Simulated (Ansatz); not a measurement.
Consider KSiH.

Input

```
crystal:
  lattice:
    - [4.16552661, 0.0, 0.0]
    - [-2.08276331, 3.60745187, 0.0]
    - [0.0, 0.0, 4.4337036]
  atoms:
    - { symbol: K, position: [0.0, 0.0, 0.0] }
    - { symbol: Si, position: [0.33333333, 0.66666667, 0.5] }
    - { symbol: H, position: [0.66666667, 0.33333333, 0.5] }
basis:
  ecutwfc: 420
kpoints:
  mp_grid: { grid: [12, 12, 10] }
hamiltonian:
  xc: pbe
scf:
  occupations: { method: gaussian, width: 0.1 }
output:
  forces: true
  stress: true
  eigenvalues: true
  write_density: true
  write_potential: true
  elf: true
  volumetric_format: npy
relax:
  adjacent_minimum: "off"
  f_tol: 0.01
  max_steps: 80
  cell: { stress_tol: 0.05 }
```

Launched as:

```sh
ansatz run input.yaml --threads 1 --pin off --max-ram 2560MiB --backend cpu --events-out ev --progress --plain --runs-dir out
```

Below, planes, directions and counts refer to the conventional cell (a = 3.46 Å, b = 3.46 Å, c = 5.60 Å, α = 90.00°, β = 90.00°, γ = 120.00°).

The fields are those of the run's last geometry, not of the input's.

Space group P-6m2; a structure generated by program, which may or may not match a known phase.

Theory: DFT PBE, scalar-relativistic, plane waves, PAW in Ansatz.

> Predict the valence pseudo-density and electron localisation function between the atoms.

Si–H (2.00 Å): the density is about 0.35 e/Å³ at the midpoint; the ELF climbs to about 1 towards the hydrogen, as it does in any bond to H.
K–Si (3.44 Å): ρ is about 0.09 e/Å³ halfway, with its minimum of 0.08 e/Å³ about 1.5 Å from K; the ELF peaks at about 0.90 in the valence shell of Si, 1.0 Å from its nucleus, and drops to about 0.05 between the two atoms.

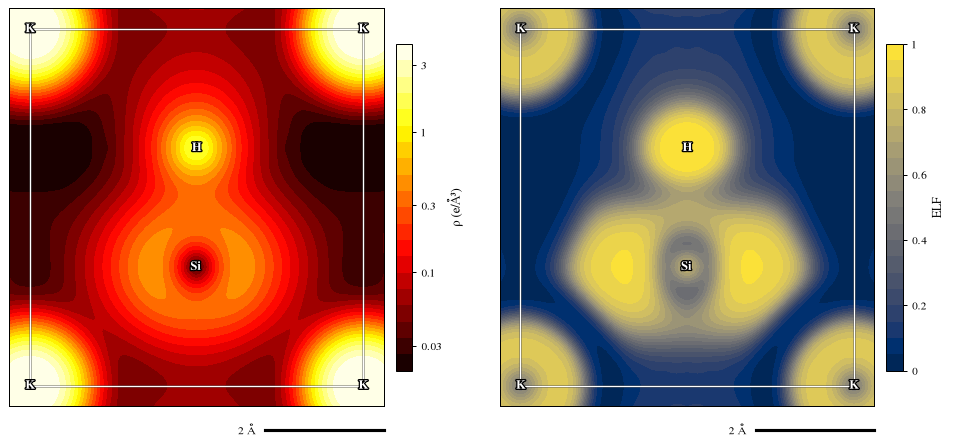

Computed valence pseudo-density and electron localisation function on the (110) plane of the conventional cell, in this order. 

The density is the valence pseudo-density of a PAW calculation; it isn't the true density close to the nuclei.
